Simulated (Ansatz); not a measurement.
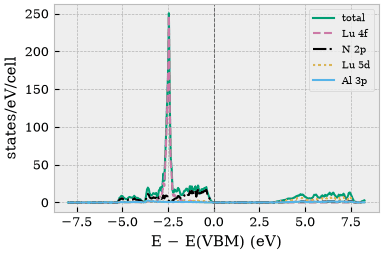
Fig. 1. Total and projected density of states of LuAlN₂ in space group Pna2_1 (No. 33; Lu on 4a, Al on 4a, N on 4a, N on 4a), DFT-r²SCAN in the program Ansatz with PAW potentials

Q: Which orbitals carry the states next to the gap?

A: Top 1 eV of the valence band: N 2p 79 %, Lu 5d 10 %, Lu 4f 5 %. Bottom 1 eV of the conduction band: Lu 5d 66 %, N 2p 10 %, Al 3p 9 %. Projections are on Löwdin-orthogonalised atomic valence shells; empty p or d shells of many metals are not among them.

Q: Where is the tallest occupied peak in this window, and what makes it?

A: Near -2.4 eV, about 250 states/eV per cell; the largest projected share is Lu 4f.

The start of the workflow was typed in or built on a structure type; neither database checked (COD, Materials Project) lists it. Its standing as an ambient phase is unchecked. Symmetry was held in the r²SCAN relaxation; whether a distortion lowers the energy is not shown. Spin–orbit coupling is left out wherever it is not named.

Potentials: the earlier of the program's two PAW sets.
